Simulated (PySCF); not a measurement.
## Electronic structure of C₅H₁₂SSi₃ in real space

The calculation's input:

```
{"job": {"kind": "nmr", "xc": "PBE0", "basis": "pcSseg-1"}, "charge": 0, "multiplicity": 1}
C     -1.747889     2.787103    -0.620155
C     -2.247331     1.704104    -0.777203
Si    -2.947050     0.001854    -0.989116
Si    -1.331933    -1.534740    -0.362975
C      0.444041    -1.013804    -0.873595
C      0.657618    -0.426619     0.522832
S      2.331407    -0.713045     1.227433
Si     3.459088     0.720121     0.126359
C     -0.454479    -1.136834     1.296440
H     -1.325967     3.742578    -0.487601
H     -3.335036    -0.102569    -2.402623
H     -4.166805    -0.043621    -0.171916
H     -1.609169    -2.966543    -0.558152
H      1.105978    -1.861534    -1.042774
H      0.599056    -0.301007    -1.681788
H      0.498651     0.652894     0.522583
H      4.786521     0.635756     0.705569
H      2.830707     2.023267     0.324074
H      3.446752     0.380005    -1.293335
H     -0.066231    -2.018734     1.802069
H     -0.936848    -0.511691     2.044348
```

Launched as:

```sh
OMP_NUM_THREADS=1 python probes_run.py task.json out
```

Geometry: GFN2-xTB.

Computed with PBE0/pcSseg-1, SCF density, gas phase, non-relativistic in PySCF.

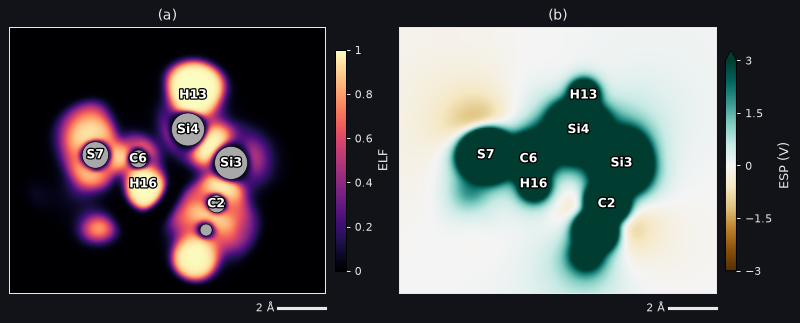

Figure 1. (a) ELF; (b) electrostatic potential on the plane of atoms S7, C6 and H16. Grey discs cover the atomic cores in the ELF map.

Q: Read the bonding off the picture.

A: The section cuts through C, Si, S and H sites. C–S (1.84 Å): the ELF peaks at about 0.90 between the atoms: a shared electron pair. C–Si (1.85 Å): the ELF peaks at about 0.95 between the atoms: localised, covalent bonding. Si–Si (2.32 Å): the ELF peaks at about 1 between the atoms (localised, covalent bonding). The ELF also peaks beside S7, away from the bonds: lone-pair regions. Outside the dense part of the molecule the potential is most negative (−1.1 V) near S7.

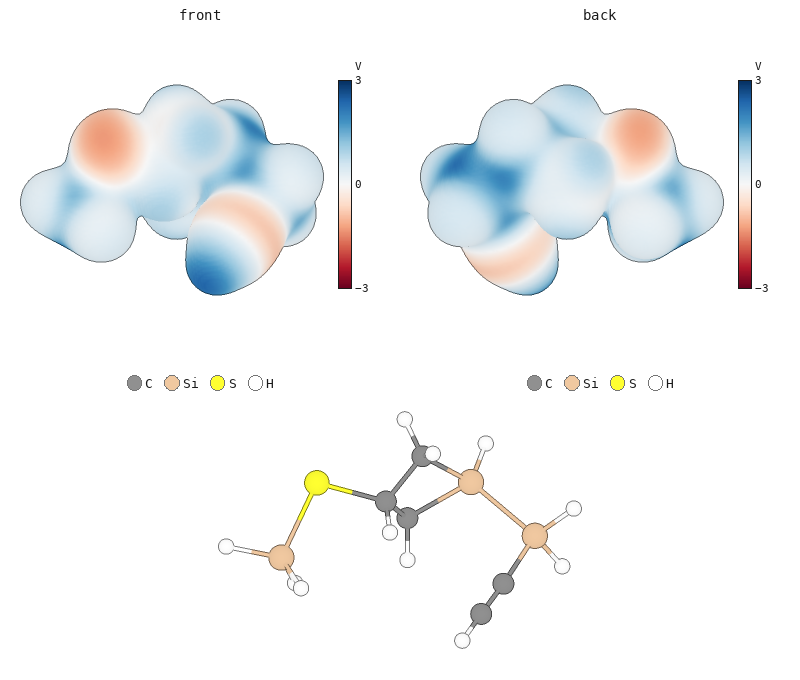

Figure 2. The electrostatic potential painted on the density surface at 0.004 e/bohr³, seen from the front and from behind; the colour scale runs from red (negative) to blue (positive). The bare structure is drawn below in the same view.

Q: Describe the electrostatic potential map.

A: The most negative region (about −1.2 V) lies over S7, the most positive (about +2.3 V) over Si3, Si8 and H10.

Q: How polar is the molecule by this calculation?

A: Its dipole moment is 1.44 D.
